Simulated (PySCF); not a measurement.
# 5,5-difluoro-1,3-dioxane (C4H6F2O2): spin-spin couplings at several levels of theory

How much do the spin-spin couplings of 5,5-difluoro-1,3-dioxane (C4H6F2O2) (`FC1(F)COCOC1`) depend on the level of theory, and what does each level cost?

The runs use PySCF 2.14.0, with density-fitted response routines of our own; the level of theory stands in each step. All values are computed, except where a source is named. Atoms count from 0, in the outputs and in this text.

### 1 Starting geometry

14 atoms, charge 0, multiplicity 1; geometry from: GFN2-xTB.

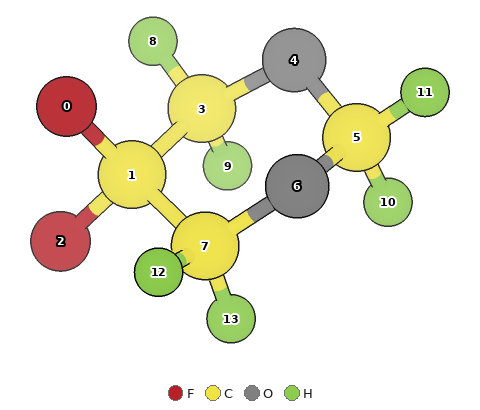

The starting geometry (fluorine red, carbon yellow, oxygen grey, hydrogen green), atoms numbered.

### 2 Relaxing the molecule at PBE0-D3(BJ)/def2-SVP

Job settings and geometry (Å):

```
{"job": {"xc": "PBE0", "basis": "def2-SVP", "d3": "d3bj", "grid": 1, "kind": "geom"}, "charge": 0, "multiplicity": 1}
F      1.505430     0.501312    -1.531922
C      1.118601     0.211950    -0.264100
F      2.268395     0.245419     0.473536
C      0.146231     1.272069     0.268431
O     -1.155799     1.064065    -0.218917
C     -1.602219    -0.237959     0.017018
O     -0.824429    -1.198682    -0.632872
C      0.507669    -1.192807    -0.183643
H      0.455476     2.265137    -0.062244
H      0.170769     1.219951     1.368428
H     -1.621645    -0.440082     1.108344
H     -2.605761    -0.307629    -0.405465
H      1.062526    -1.880721    -0.824085
H      0.574077    -1.522495     0.865323
```

What it wrote:

```text
step   0  E = -505.25174633  max force = 0.009199
step   1  E = -505.24125148  max force = 0.020922
step   2  E = -505.25005925  max force = 0.015807
step   3  E = -505.25286153  max force = 0.005212
step   4  E = -505.25313620  max force = 0.002539
step   5  E = -505.25323118  max force = 0.001014
step   6  E = -505.25325889  max force = 0.000853
step   7  E = -505.25326599  max force = 0.000584
step   8  E = -505.25326825  max force = 0.000210
optimisation converged
```

Wall time 75 s (1 thread, shared host).

Step by step: (the energy doesn't fall at every step)

| step | energy from step 0 (eV) | largest force component (eV/Å) |
| --- | --- | --- |
| 0 | 0.0000 | 0.4730 |
| 1 | 0.2856 | 1.0759 |
| 2 | 0.0459 | 0.8128 |
| 3 | -0.0303 | 0.2680 |
| 4 | -0.0378 | 0.1306 |
| 5 | -0.0404 | 0.0521 |
| 6 | -0.0412 | 0.0439 |
| 7 | -0.0414 | 0.0300 |
| 8 | -0.0414 | 0.0108 |

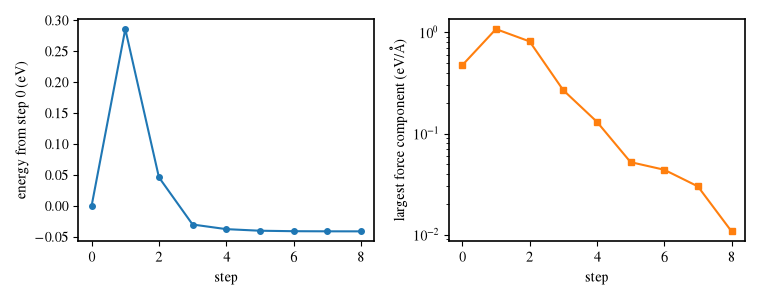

Energy and force, step by step.

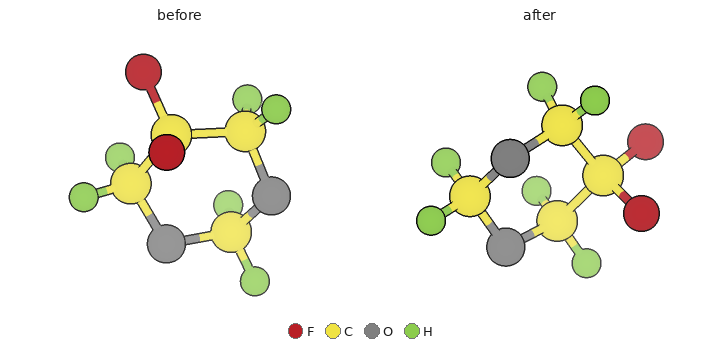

The geometry before (left) and after (right).

Close pairs (by a distance rule), those that changed most:

| bond | before (Å) | after (Å) | change (Å) |
| --- | --- | --- | --- |
| C1–C7 | 1.534 | 1.519 | -0.015 |
| C1–C3 | 1.534 | 1.520 | -0.014 |
| C1–F2 | 1.366 | 1.356 | -0.011 |
| C3–H8 | 1.091 | 1.099 | +0.007 |
| C7–H12 | 1.091 | 1.099 | +0.007 |
| C7–H13 | 1.102 | 1.108 | +0.007 |
| C3–H9 | 1.102 | 1.108 | +0.007 |
| C5–H11 | 1.091 | 1.097 | +0.006 |

The next job starts from the end point, and lists it.

| at the end point | value |
| --- | --- |
| point group (found at 0.08 Å tolerance) | Cs |
| rotational constants (GHz, main isotopes) | 3.467, 1.881, 1.634 |
| dipole moment (D) | 2.24 |

### 3 J couplings: B3LYP/pcJ-0

Job settings and geometry (Å):

```
{"job": {"kind": "j", "xc": "B3LYP", "basis": "pcJ-0"}, "charge": 0, "multiplicity": 1}
F     -1.261008     1.556309    -0.783918
C     -0.672861     0.923591     0.255811
F     -1.042245     1.570495     1.388676
C     -1.149998    -0.518153     0.312457
O     -0.581853    -1.256488    -0.732847
C      0.806522    -1.171199    -0.732509
O      1.260414     0.130968    -0.919725
C      0.837958     0.984389     0.106391
H     -2.243300    -0.546920     0.206287
H     -0.873656    -0.932392     1.302521
H      1.208854    -1.576066     0.225548
H      1.171564    -1.768911    -1.577037
H      1.140791     2.010002    -0.146055
H      1.288096     0.706948     1.080600
```

Level: B3LYP/pcJ-0 indirect spin-spin coupling, non-relativistic, gas phase.

What it wrote:

```text
coarse grid: 12408 points
cycle   1  E = -505.0565514276  dE =  9.322e-01  |g| = 1.055e+00  |ddm| = 3.795e+00
cycle   2  E = -504.8212290871  dE =  2.353e-01  |g| = 1.592e+00  |ddm| = 2.184e+00
cycle   3  E = -505.2561151655  dE = -4.349e-01  |g| = 6.950e-02  |ddm| = 1.362e+00
cycle   4  E = -505.2565679957  dE = -4.528e-04  |g| = 5.380e-02  |ddm| = 1.000e-01
cycle   5  E = -505.2570634833  dE = -4.955e-04  |g| = 8.042e-03  |ddm| = 4.258e-02
cycle   6  E = -505.2570746144  dE = -1.113e-05  |g| = 1.909e-03  |ddm| = 8.591e-03
cycle   7  E = -505.2570752649  dE = -6.505e-07  |g| = 6.332e-04  |ddm| = 2.181e-03
final grid: 122688 points
cycle   8  E = -505.1497889166  dE = -1.554e-04  |g| = 5.500e-03  |ddm| = 1.160e-02
cycle   9  E = -505.1497882215  dE =  6.951e-07  |g| = 4.090e-03  |ddm| = 6.727e-03
cycle  10  E = -505.1497913156  dE = -3.094e-06  |g| = 1.613e-03  |ddm| = 4.821e-03
cycle  11  E = -505.1497917576  dE = -4.421e-07  |g| = 3.144e-04  |ddm| = 1.270e-03
cycle  12  E = -505.1497917764  dE = -1.871e-08  |g| = 3.663e-05  |ddm| = 3.061e-04
cycle  13  E = -505.1497917766  dE = -2.445e-10  |g| = 1.026e-05  |ddm| = 4.103e-05
converged SCF energy = -505.1497917766

Indirect spin-spin couplings (Hz)
  i      j    bonds     total        FC       PSO       DSO        SD
  0 F    1 C    1   -421.607  -418.120   -17.601     1.494    12.621
  0 F    2 F    2    141.835   -82.146   132.321    -0.006    91.666
  0 F    3 C    2     14.264    13.655    -1.135     0.184     1.561
  0 F    4 O    3      1.198    -0.740     1.589    -0.044     0.394
  0 F    5 C    4      0.972     0.715     0.431    -0.139    -0.035
  0 F    6 O    3      1.150    -0.788     1.584    -0.043     0.398
  0 F    7 C    2     14.143    13.512    -1.128     0.182     1.576
  0 F    8 H    3     11.526    10.363     0.950     0.627    -0.414
  0 F    9 H    3     27.574    27.262     2.169    -1.777    -0.080
  0 F   10 H    5      0.517     0.207     1.815    -1.375    -0.130
  0 F   11 H    5     -0.184    -0.091     0.994    -1.025    -0.062
  0 F   12 H    3     11.504    10.341     0.955     0.623    -0.414
  0 F   13 H    3     27.581    27.267     2.169    -1.775    -0.079
  1 C    2 F    1   -404.310  -407.990   -11.593     1.445    13.827
  1 C    3 C    1     33.574    34.276    -1.125     0.423         -
  1 C    4 O    2      0.029    -0.117     0.203    -0.057         -
  1 C    5 C    3      3.345     3.384    -0.116     0.077         -
  1 C    6 O    2      0.045    -0.100     0.202    -0.057         -
  1 C    7 C    1     33.574    34.279    -1.128     0.423         -
  1 C    8 H    2     -6.119    -6.320    -0.101     0.303         -
  1 C    9 H    2      2.002     1.826    -0.208     0.384         -
  1 C   10 H    4      1.182     1.227    -0.145     0.100         -
  1 C   11 H    4     -1.082    -0.903     0.120    -0.300         -
  1 C   12 H    2     -6.114    -6.314    -0.102     0.303         -
  1 C   13 H    2      1.968     1.791    -0.209     0.386         -
  2 F    3 C    2     10.503    14.002    -4.094     0.186     0.408
  2 F    4 O    3      6.612     9.406    -0.551     0.165    -2.407
  2 F    5 C    4     -0.480    -0.440     0.254    -0.256    -0.037
  2 F    6 O    3      6.702     9.458    -0.524     0.165    -2.397
  2 F    7 C    2     10.685    14.221    -4.112     0.188     0.388
  2 F    8 H    3     -0.261    -0.550     0.684     0.008    -0.403
  2 F    9 H    3     -0.190    -1.348     1.015     0.691    -0.548
  2 F   10 H    5      0.404    -0.084     1.203    -0.564    -0.150
  2 F   11 H    5      5.738     5.988     1.380    -1.554    -0.076
  2 F   12 H    3     -0.280    -0.558     0.673     0.010    -0.405
  2 F   13 H    3     -0.074    -1.231     1.008     0.703    -0.554
  3 C    4 O    1     32.339    32.648    -0.134    -0.175         -
  3 C    5 C    2     -3.170    -2.942    -0.256     0.028         -
  3 C    6 O    3     -0.697    -0.747     0.056    -0.006         -
  3 C    7 C    2      0.107     0.119    -0.082     0.071         -
  3 C    8 H    1    135.943   134.724    -0.101     1.320         -
  3 C    9 H    1    124.112   122.645     0.100     1.367         -
  3 C   10 H    3      3.257     3.162    -0.057     0.152         -
  3 C   11 H    3      9.679     9.939     0.286    -0.546         -
  3 C   12 H    3      3.246     3.391     0.260    -0.404         -
  3 C   13 H    3      0.535     0.499    -0.084     0.121         -
  4 O    5 C    1     36.616    34.847     1.946    -0.177         -
  4 O    7 C    3     -0.701    -0.752     0.056    -0.006         -
  4 O    8 H    2    -11.717   -10.997    -0.693    -0.026         -
  4 O    9 H    2     -2.026    -1.503    -0.551     0.028         -
  4 O   10 H    2     -1.393    -1.536     0.117     0.025         -
  4 O   11 H    2    -15.507   -15.417    -0.082    -0.009         -
  4 O   12 H    4     -0.562    -0.639    -0.145     0.222         -
  4 O   13 H    4     -0.587    -0.518    -0.170     0.101         -
  5 C    6 O    1     36.597    34.850     1.924    -0.177         -
  5 C    7 C    2     -3.159    -2.934    -0.254     0.028         -
  5 C    8 H    3      8.064     8.310     0.279    -0.525         -
  5 C    9 H    3      1.189     1.157    -0.070     0.101         -
  5 C   10 H    1    133.913   132.737    -0.220     1.396         -
  5 C   11 H    1    148.510   147.599    -0.383     1.294         -
  5 C   12 H    3      8.055     8.300     0.279    -0.524         -
  5 C   13 H    3      1.146     1.116    -0.067     0.098         -
  6 O    7 C    1     32.363    32.664    -0.126    -0.175         -
  6 O    8 H    4     -0.559    -0.636    -0.146     0.222         -
  6 O    9 H    4     -0.593    -0.524    -0.169     0.100         -
  6 O   10 H    2     -1.411    -1.551     0.115     0.025         -
  6 O   11 H    2    -15.503   -15.410    -0.084    -0.009         -
  6 O   12 H    2    -11.736   -11.017    -0.693    -0.026         -
  6 O   13 H    2     -2.044    -1.522    -0.550     0.028         -
  7 C    8 H    3      3.226     3.370     0.260    -0.404         -
  7 C    9 H    3      0.526     0.490    -0.084     0.121         -
  7 C   10 H    3      3.190     3.095    -0.055     0.150         -
  7 C   11 H    3      9.642     9.902     0.286    -0.546         -
  7 C   12 H    1    135.914   134.693    -0.100     1.321         -
  7 C   13 H    1    124.002   122.532     0.103     1.368         -
  8 H    9 H    2    -12.455   -12.122     0.915    -1.248         -
  8 H   10 H    4     -1.333    -0.634     0.987    -1.686         -
  8 H   11 H    4     -0.582     0.278     1.105    -1.966         -
  8 H   12 H    4      2.284     3.061     1.184    -1.961         -
  8 H   13 H    4     -0.738    -0.130     1.013    -1.622         -
  9 H   10 H    4      0.851     0.139    -1.243     1.955         -
  9 H   11 H    4     -1.385    -0.644     0.951    -1.693         -
  9 H   12 H    4     -0.741    -0.131     1.015    -1.624         -
  9 H   13 H    4      0.984     0.438    -0.899     1.445         -
 10 H   11 H    2     -8.124    -7.616     1.038    -1.546         -
 10 H   12 H    4     -1.342    -0.641     0.990    -1.690         -
 10 H   13 H    4      0.857     0.155    -1.231     1.933         -
 11 H   12 H    4     -0.594     0.266     1.104    -1.964         -
 11 H   13 H    4     -1.393    -0.650     0.953    -1.695         -
 12 H   13 H    2    -12.525   -12.194     0.911    -1.241         -
```

Run time: 18 s. Hardware: 1 thread, shared host.

A choice of the couplings up to four bonds, sorted by the number of bonds, with means over like pairs; isotopes 13C, 19F, 1H, 17O:

| pair | bonds | J (Hz) | Fermi contact (Hz) | dihedral (°) | measured size |
| --- | --- | --- | --- | --- | --- |
| F0–C1 | 1 | -413.0 | -413.1 | – | – |
| C5–H10 | 1 | 141.2 | 140.2 | – | – |
| C3–H8 | 1 | 130.0 | 128.6 | – | – |
| O4–C5 | 1 | 36.6 | 34.8 | – | – |
| C1–C3 | 1 | 33.6 | 34.3 | – | – |
| C3–O4 | 1 | 32.4 | 32.7 | – | – |
| F0–F2 | 2 | 141.8 | -82.1 | – | 253.0 |
| H8–H9 | 2 | -12.5 | -12.2 | – | – |
| F0–C3 | 2 | 12.4 | 13.8 | – | – |
| O4–H10 | 2 | -8.5 | -8.5 | – | – |
| H10–H11 | 2 | -8.1 | -7.6 | – | – |
| O4–H8 | 2 | -6.9 | -6.3 | – | – |
| C3–C5 | 2 | -3.2 | -2.9 | – | – |
| C1–H8 | 2 | -2.1 | -2.3 | – | – |
| F0–H9 | 3 | 13.7 | 13.4 | – | – |
| C3–H10 | 3 | 6.4 | 6.5 | – | – |
| F0–H8 | 3 | 5.7 | 4.5 | -47 | – |
| C5–H8 | 3 | 4.6 | 4.7 | – | – |
| F0–O4 | 3 | 3.9 | 4.3 | – | – |
| C1–C5 | 3 | 3.3 | 3.4 | – | – |
| C3–H12 | 3 | 1.9 | 1.9 | – | – |
| H8–H12 | 4 | 1.6 | 1.7 | – | – |
| H8–H10 | 4 | -1.4 | -0.6 | – | – |

Where two rows join the same classes of atoms, they are the two kinds of pair (J and J′ of an AA′XX′ pattern), each a mean over its own pairs alone.

Measured values: solution; Gryff-Keller and Szczecinski, RSC Adv. 2016, 6, 82783.

The spin-dipole term was solved for some atoms only; pairs without it lack that part.

The response was solved for the nuclei of C, F, H alone, so couplings that need other nuclei can be missing.

Quadrupole couplings from the field gradients of the same density:

| atom | isotope | eQq/h (MHz) | η |
| --- | --- | --- | --- |
| O6 | 17O | -13.6 | 0.89 |
| O4 | 17O | -13.6 | 0.89 |

### 4 Spin-spin couplings: B3LYP/def2-TZVP

Same as in step 3 but for these lines:

```diff
@@ -1,2 +1,2 @@
-{"job": {"kind": "j", "xc": "B3LYP", "basis": "pcJ-0"}, "charge": 0, "multiplicity": 1}
+{"job": {"kind": "j", "xc": "B3LYP", "basis": "def2-TZVP"}, "charge": 0, "multiplicity": 1}
 F     -1.261008     1.556309    -0.783918
```

Level: B3LYP/def2-TZVP indirect spin-spin coupling, non-relativistic, gas phase.

What it wrote:

```text
coarse grid: 12408 points
cycle   1  E = -506.1809968756  dE =  1.366e+00  |g| = 1.064e+00  |ddm| = 3.119e+00
cycle   2  E = -505.8735104931  dE =  3.075e-01  |g| = 1.742e+00  |ddm| = 2.082e+00
cycle   3  E = -506.3597369922  dE = -4.862e-01  |g| = 9.342e-02  |ddm| = 1.487e+00
cycle   4  E = -506.3608965119  dE = -1.160e-03  |g| = 5.670e-02  |ddm| = 1.101e-01
cycle   5  E = -506.3614254392  dE = -5.289e-04  |g| = 1.436e-02  |ddm| = 4.806e-02
cycle   6  E = -506.3614521231  dE = -2.668e-05  |g| = 4.411e-03  |ddm| = 1.214e-02
cycle   7  E = -506.3614556442  dE = -3.521e-06  |g| = 5.374e-04  |ddm| = 3.658e-03
final grid: 122688 points
cycle   8  E = -506.3626501130  dE = -9.991e-05  |g| = 8.068e-03  |ddm| = 6.981e-02
cycle   9  E = -506.3626369195  dE =  1.319e-05  |g| = 1.208e-02  |ddm| = 1.148e-02
cycle  10  E = -506.3626612569  dE = -2.434e-05  |g| = 8.744e-04  |ddm| = 7.149e-03
cycle  11  E = -506.3626613758  dE = -1.190e-07  |g| = 3.307e-04  |ddm| = 1.089e-03
cycle  12  E = -506.3626613988  dE = -2.293e-08  |g| = 7.706e-05  |ddm| = 3.637e-04
cycle  13  E = -506.3626613997  dE = -9.260e-10  |g| = 3.173e-05  |ddm| = 9.257e-05
cycle  14  E = -506.3626613998  dE = -1.387e-10  |g| = 5.407e-06  |ddm| = 2.440e-05
converged SCF energy = -506.3626613998

Indirect spin-spin couplings (Hz)
  i      j    bonds     total        FC       PSO       DSO        SD
  0 F    1 C    1   -345.558  -343.560   -15.405     1.348    12.058
  0 F    2 F    2    172.124    13.965    90.948    -0.285    67.497
  0 F    3 C    2     28.018    28.859    -1.963     0.148     0.975
  0 F    4 O    3      1.695    -0.086     1.368    -0.034     0.447
  0 F    6 O    3      1.709    -0.070     1.360    -0.032     0.452
  0 F    7 C    2     27.897    28.717    -1.957     0.147     0.991
  0 F    8 H    3     11.591    11.984    -0.376     0.547    -0.563
  0 F    9 H    3     25.415    26.807     0.660    -1.896    -0.157
  0 F   10 H    5      0.564     0.744     1.374    -1.440    -0.114
  0 F   11 H    5     -0.161    -0.096     1.062    -1.064    -0.063
  0 F   12 H    3     11.562    11.950    -0.369     0.543    -0.562
  0 F   13 H    3     25.447    26.844     0.654    -1.895    -0.156
  1 C    2 F    1   -332.117  -337.568    -9.427     1.305    13.574
  1 C    3 C    1     50.011    50.847    -1.250     0.414         -
  1 C    4 O    2     -0.267    -0.511     0.298    -0.054         -
  1 C    5 C    3      4.480     4.538    -0.133     0.076         -
  1 C    6 O    2     -0.240    -0.482     0.296    -0.053         -
  1 C    7 C    1     50.036    50.874    -1.253     0.414         -
  1 C    8 H    2     -6.907    -6.970    -0.222     0.286         -
  1 C    9 H    2      1.874     1.763    -0.252     0.362         -
  1 C   10 H    4      1.023     1.042    -0.112     0.092         -
  1 C   11 H    4     -0.899    -0.809     0.220    -0.310         -
  1 C   12 H    2     -6.905    -6.968    -0.223     0.286         -
  1 C   13 H    2      1.826     1.715    -0.253     0.364         -
  2 F    3 C    2     31.370    35.611    -4.377     0.149    -0.013
  2 F    4 O    3      5.960     7.338     0.481     0.180    -2.039
  2 F    5 C    4      0.438     0.795    -0.056    -0.272    -0.028
  2 F    6 O    3      6.020     7.368     0.503     0.180    -2.031
  2 F    7 C    2     31.647    35.915    -4.389     0.150    -0.030
  2 F    8 H    3     -0.811    -0.024    -0.341    -0.081    -0.366
  2 F    9 H    3      1.466     1.471     0.093     0.601    -0.700
  2 F   10 H    5     -0.391    -0.098     0.463    -0.610    -0.145
  2 F   11 H    5      3.213     3.865     0.963    -1.608    -0.007
  2 F   12 H    3     -0.835    -0.039    -0.348    -0.079    -0.368
  2 F   13 H    3      1.634     1.644     0.084     0.614    -0.708
  3 C    4 O    1     27.764    28.236    -0.309    -0.163         -
  3 C    5 C    2     -2.689    -2.461    -0.252     0.024         -
  3 C    6 O    3     -0.782    -0.825     0.045    -0.002         -
  3 C    7 C    2      1.999     2.063    -0.133     0.069         -
  3 C    8 H    1    149.890   148.651     0.001     1.237         -
  3 C    9 H    1    136.255   134.878     0.097     1.281         -
  3 C   10 H    3      3.557     3.521    -0.111     0.146         -
  3 C   11 H    3      9.588     9.747     0.402    -0.561         -
  3 C   12 H    3      2.887     2.996     0.308    -0.417         -
  3 C   13 H    3      0.523     0.532    -0.123     0.114         -
  4 O    5 C    1     31.639    30.025     1.777    -0.163         -
  4 O    7 C    3     -0.790    -0.833     0.046    -0.003         -
  4 O    8 H    2    -13.016   -12.306    -0.702    -0.008         -
  4 O    9 H    2     -2.941    -2.415    -0.577     0.051         -
  4 O   10 H    2     -2.591    -2.684     0.042     0.051         -
  4 O   11 H    2    -15.905   -15.862    -0.055     0.012         -
  4 O   12 H    4     -0.393    -0.456    -0.169     0.231         -
  4 O   13 H    4     -0.535    -0.420    -0.226     0.112         -
  5 C    6 O    1     31.661    30.066     1.758    -0.163         -
  5 C    7 C    2     -2.689    -2.464    -0.249     0.024         -
  5 C    8 H    3      8.210     8.355     0.394    -0.539         -
  5 C    9 H    3      1.245     1.263    -0.113     0.094         -
  5 C   10 H    1    150.137   149.086    -0.256     1.307         -
  5 C   11 H    1    169.147   168.190    -0.250     1.207         -
  5 C   12 H    3      8.198     8.343     0.394    -0.539         -
  5 C   13 H    3      1.197     1.215    -0.109     0.091         -
  6 O    7 C    1     27.783    28.248    -0.303    -0.163         -
  6 O    8 H    4     -0.391    -0.453    -0.170     0.232         -
  6 O    9 H    4     -0.542    -0.426    -0.226     0.111         -
  6 O   10 H    2     -2.613    -2.706     0.042     0.051         -
  6 O   11 H    2    -15.905   -15.860    -0.056     0.011         -
  6 O   12 H    2    -13.036   -12.326    -0.702    -0.008         -
  6 O   13 H    2     -2.965    -2.441    -0.575     0.051         -
  7 C    8 H    3      2.869     2.978     0.308    -0.417         -
  7 C    9 H    3      0.513     0.522    -0.123     0.114         -
  7 C   10 H    3      3.487     3.452    -0.109     0.144         -
  7 C   11 H    3      9.554     9.713     0.402    -0.561         -
  7 C   12 H    1    149.839   148.599     0.003     1.238         -
  7 C   13 H    1    136.106   134.725     0.099     1.282         -
  8 H    9 H    2    -11.153   -10.996     1.267    -1.425         -
  8 H   10 H    4     -0.801    -0.453     1.384    -1.733         -
  8 H   11 H    4      0.166     0.520     1.650    -2.005         -
  8 H   12 H    4      2.381     2.782     1.602    -2.004         -
  8 H   13 H    4     -0.381    -0.031     1.318    -1.668         -
  9 H   10 H    4      0.550     0.171    -1.590     1.968         -
  9 H   11 H    4     -0.867    -0.501     1.372    -1.739         -
  9 H   12 H    4     -0.384    -0.033     1.320    -1.670         -
  9 H   13 H    4      0.805     0.535    -1.168     1.438         -
 10 H   11 H    2     -6.990    -6.652     1.389    -1.727         -
 10 H   12 H    4     -0.811    -0.461     1.388    -1.738         -
 10 H   13 H    4      0.561     0.187    -1.572     1.946         -
 11 H   12 H    4      0.155     0.509     1.649    -2.003         -
 11 H   13 H    4     -0.874    -0.508     1.375    -1.741         -
 12 H   13 H    2    -11.222   -11.066     1.262    -1.418         -
```

Wall time 68 s (1 thread, shared host).

This basis has no tight s functions, so the Fermi-contact terms are rough.

This run: J(F0,C1) -338.8 Hz, J(F0,F2) 172.1 Hz, J(C5,H10) 159.6 Hz (means over like pairs).

[end of part 1 of 2]
